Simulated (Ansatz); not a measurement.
# B4MoRu: the cost of one run

Method: DFT PBE, scalar-relativistic, plane waves, PAW, in Ansatz 0.2.0.

2 further runs of the same task are left out: 1 that didn't finish, 1 set aside as unsound or not needed.

## 1. The system as given

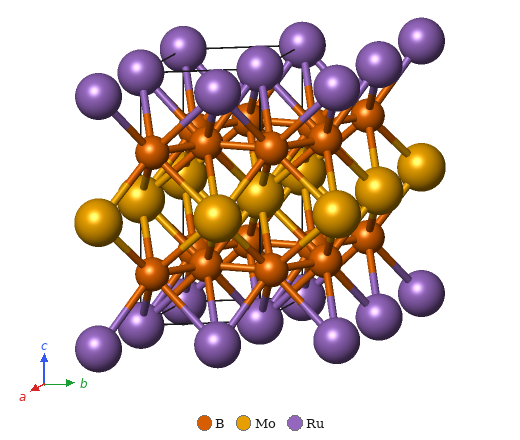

Start, viewed slightly off an axis; boron orange, molybdenum amber, ruthenium purple. 2×2×1 cells are drawn. Atoms on the faces are drawn again on the opposite ones.

Structure file:

```
B Mo Ru
1.0
     3.08627    0.00000    0.00000
    -1.54313    2.67279    0.00000
     0.00000    0.00000    6.59781
B Mo Ru
4 1 1
Cartesian
  0.0000 1.7819 4.8874
  0.0000 1.7819 1.7104
  1.5431 0.8909 4.8874
  1.5431 0.8909 1.7104
  0.0000 0.0000 3.2989
  0.0000 0.0000 0.0000
```

Recipe of the guess: species swapped into a database cell of TiNbB4 (P6/mmm, No. 191), with Mo on the Ti sites and Ru on the Nb sites. Its size is a rough estimate.

## 2. The guess as it stands, on a coarse mesh

input.yaml reads:

```yaml
crystal:
  lattice:
    - [3.08626982, 0.0, 0.0]
    - [-1.54313491, 2.67278807, 0.0]
    - [0.0, 0.0, 6.59780593]
  atoms:
    - { symbol: B, position: [0.33333333, 0.66666667, 0.74076873] }
    - { symbol: B, position: [0.33333333, 0.66666667, 0.25923127] }
    - { symbol: B, position: [0.66666667, 0.33333333, 0.74076873] }
    - { symbol: B, position: [0.66666667, 0.33333333, 0.25923127] }
    - { symbol: Mo, position: [0.0, 0.0, 0.5] }
    - { symbol: Ru, position: [0.0, 0.0, 0.0] }
basis:
  ecutwfc: 420
kpoints:
  mp_grid: { grid: [6, 6, 4] }
hamiltonian:
  xc: pbe
scf:
  occupations: { method: gaussian, width: 0.1 }
  lower_state_search: "off"
output:
  forces: true
  stress: true
  eigenvalues: true
```

On the command line:

```
$ ansatz run input.yaml --threads 1 --pin off --max-ram 2560MiB --backend cpu --events-out ev --progress --plain --runs-dir out
```

**Question.** How long does this run take on 1 thread of Arm Neoverse V1, shared host, and how much memory does it need?

About 2.2 s, with a peak of 0.33 GiB.
